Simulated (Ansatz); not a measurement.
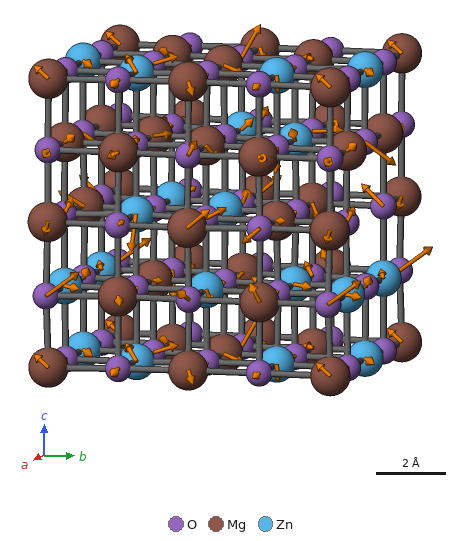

A relaxation of solid O32Mg20Zn12 (a generated structure, set up in P1). The starting structure is drawn; orange arrows show the displacements, 20 times their true length.

Style: ball-and-stick. Shown: the cell of the calculation, slightly off an axis.

Computed with DFT, PBEsol, PAW, plane waves (Ansatz 0.2.0). Set-up: plane-wave cutoff 420 eV; k-point mesh 1 × 1 × 1; mesh shifted by (0.25, 0.25, 0.25); no spin polarisation; cell relaxed at fixed shape; force threshold 0.03 eV/Å; at most 80 steps.

> What did the optimiser do to the structure, and how much energy did it gain?

An O atom moves most: 0.067 Å roughly along [−1 1 1]. By element the largest moves are O 0.067 Å, Zn 0.061 Å, Mg 0.047 Å. The cell stays as it was. Near-neighbour distances that change, for instance: O–Zn 2.047 → 2.116 Å, Mg–O 2.185 → 2.120 Å, Mg–O 2.163 → 2.100 Å, O–Zn 2.084 → 2.141 Å. Among the angles between lasting bonds that change: O–Zn–O 86.2° → 89.8°, O–Zn–O 175.8° → 179.0°, O–Zn–O 176.8° → 179.8°. The space group stays P1 (No. 1). Over 4 geometry steps the energy falls by 6.5 meV per atom. The largest force component goes from 0.65 to 0.003 eV/Å. The pressure goes from 0.46 to 0.03 GPa.
